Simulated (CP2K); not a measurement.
Consider 2-carboxythiazole at its PBE geometry (Å).

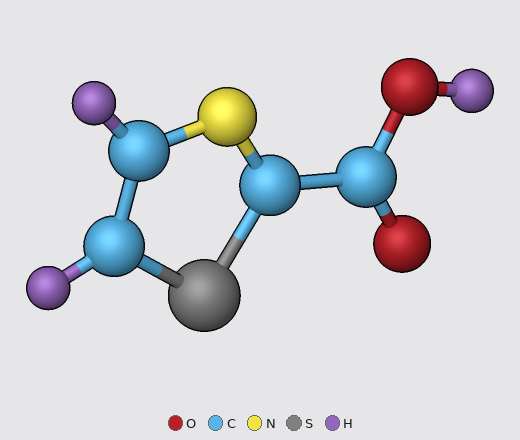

The molecule (oxygen red, carbon blue, nitrogen yellow, sulfur grey, hydrogen purple).

```xyz
11

O    -2.3907   -1.0223   -0.7963
C    -1.7848   -0.2518   -0.0591
O    -2.3947    0.5479    0.8613
C    -0.3142   -0.0934   -0.0708
N     0.3994    0.7172    0.6862
C     1.7270    0.5819    0.4006
C     2.0329   -0.3388   -0.5840
S     0.6090   -1.0666   -1.1789
H    -3.3507    0.3533    0.7694
H     2.4558    1.1824    0.9415
H     3.0108   -0.6098   -0.9699
```

Method: CP2K XAS_TDP, all-electron GAPW, PBEh(45%), aug-cc-pVDZ, TDA, GW2X-corrected core level, no relativity.

Predict the bright core excitations at the C K edge.

Leading lines: C2 289.78 eV, C4 286.89 eV, C6 287.89 eV and C7 286.65 eV. The leading line of an atom is its first one with 35 % of the strongest within 2.5 eV of its lowest line over the strength cut. Core ionisation energies at this level: C4 293.35, C6 293.03, C2 296.90 and C7 292.74 eV.

The first six lines of each atom with a strength over 0.0015:

```csv
atom,energy (eV),states,"strength, one atom",above the computed threshold
C2 (bonded to C and 2 O),289.78,1,0.0630,
,294.25,1,0.0174,
,294.82,1,0.0042,
,296.10,1,0.0025,
,296.23,1,0.0052,
,296.61,1,0.0066,
"C4 (bonded to C, N and S)",286.89,1,0.0386,
,290.05,1,0.0409,
,290.95,1,0.0134,
,291.64,1,0.0075,
,291.76,1,0.0022,
,292.33,1,0.0036,
"C6 (bonded to C, N and H)",287.89,1,0.0436,
,288.74,1,0.0132,
,290.96,1,0.0118,
,291.26,1,0.0076,
,292.00,1,0.0038,
,292.52,1,0.0032,
"C7 (bonded to C, S and H)",286.65,1,0.0470,
,289.78,1,0.0303,
,289.96,1,0.0048,
,290.50,1,0.0156,
,291.48,1,0.0042,
,291.72,1,0.0045,
```

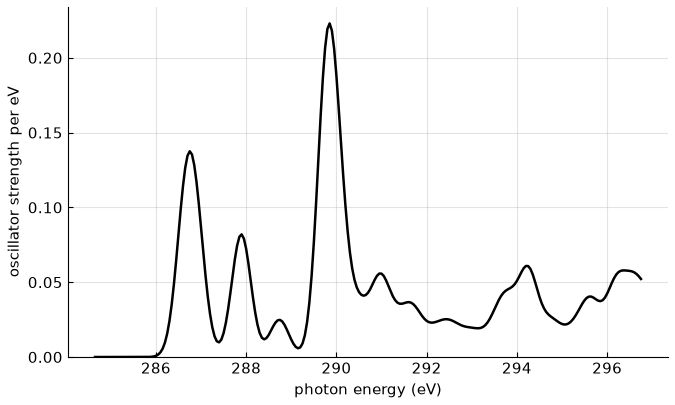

All atoms added, broadened by 0.5 eV.

Lines are vertical, at one geometry, with no vibrational structure. GW2X ionisation energies and lines can be off by 1 to 2 eV either way, and a good line position may hide errors that cancel. These values hold no scalar relativity, about 0.1 eV for C 1s. Rydberg lines, and the discretised continuum above threshold, depend on the basis and the box.

[Banner, clock and machine lines of the logs are left out without a mark of their own.]

[Logs are printed without paths, hosts, clocks, repeated set-up lines and the standing remarks that a program may print on its own settings, such as how far it seeks lower states.]

[Hosts, paths, dates, database ids (printed as entryN), source tags and the programs' standing remarks are cut or masked in the printed files.]
